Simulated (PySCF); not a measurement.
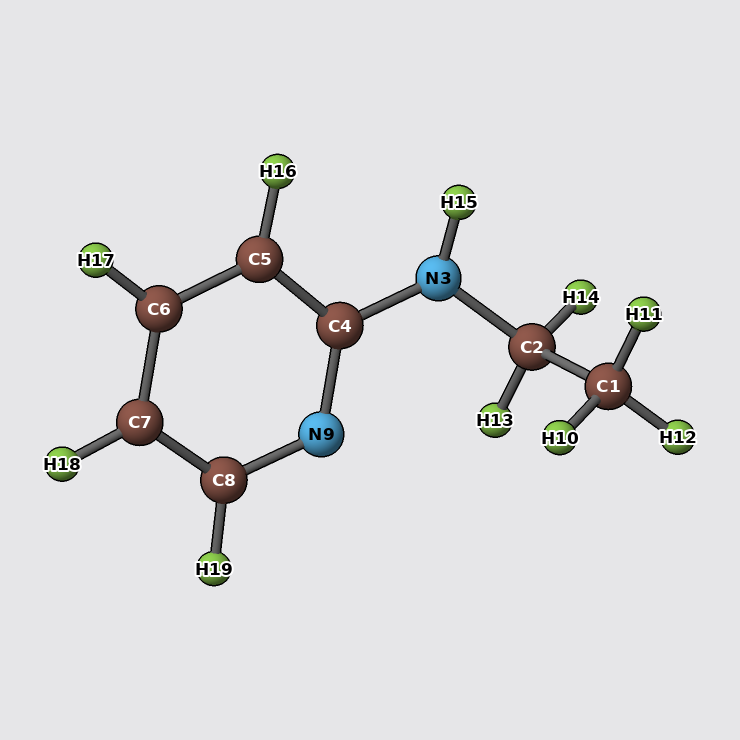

The questions are on isotropic NMR shieldings of the C atoms. Computed geometry: GFN2-xTB optimisation. No frequency run is at hand to confirm it as a minimum. Properties computed with GIAO PBE0/pcSseg-1 NMR shielding, non-relativistic, gas phase (PySCF 2.14.0).

Give the isotropic NMR shieldings of the C atoms atom by atom.

| atom | σ (ppm) |
| --- | --- |
| C1 | 168.9 |
| C2 | 149.3 |
| C4 | 24.8 |
| C5 | 75.5 |
| C6 | 43.7 |
| C7 | 71.0 |
| C8 | 31.8 |
